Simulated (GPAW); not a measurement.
The Rh L₃ edge of atom 1 in CaRhO3 (Cmcm), with 2 O at 1.97 Å and 4 O at 2.03 Å (octahedral, site symmetry 2/m), was computed in 2 ways: excited-electron core hole (neutral cell) and no core hole. Program and functional: GPAW, LDA, Gaussian full width 2.13 eV up to 4 eV, rising linearly to 3.5 eV at 25 eV; cells of 10 and 30 atoms (the run without a hole in the smaller).

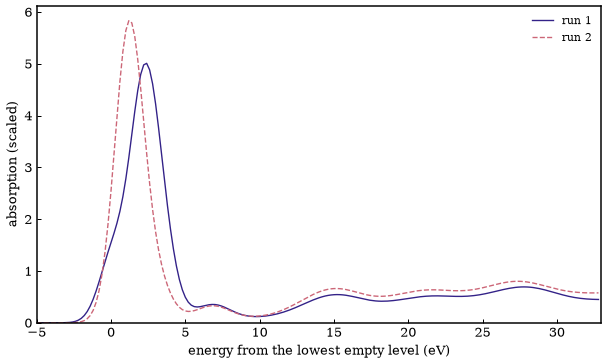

Each run is counted from its own lowest empty level or Fermi level and scaled to a mean of 1 over its first 20 eV.

Which run is which?

Run 1: no core hole (area from −2 to 6 eV 16.5, main maxima 2.4 eV (5.01), 15.2 eV (0.54) and 27.8 eV (0.69)). Run 2: excited-electron core hole (neutral cell) (area from −2 to 6 eV 15.8, main maxima 1.2 eV (5.83), 15.2 eV (0.66) and 27.4 eV (0.80)). With each curve scaled to its own mean, the area from −2 to 6 eV with the hole is 15.8 against 16.5, and the centre of weight from −1 to 20 eV moves by +0.0 eV (first and strongest maxima below 20 eV: 2.4 eV (5.01) and 15.2 eV (0.54) without the hole, 1.2 eV (5.83) and 15.2 eV (0.66) with it); the shape changes all the same, by 53 % r.m.s.

[Hosts, paths, dates, database ids (printed as entryN), source tags and the programs' standing remarks are cut or masked in the printed files.]

[Lists of maxima count a maximum above −3 eV only where it reaches 4 % of the highest in the window and stands out from its surroundings by 2 % of it (1.5 % where it reaches 55 %); shoulders and weaker maxima are passed over, and of the rest the first, up to two pre-edge ones and the few strongest are named.]
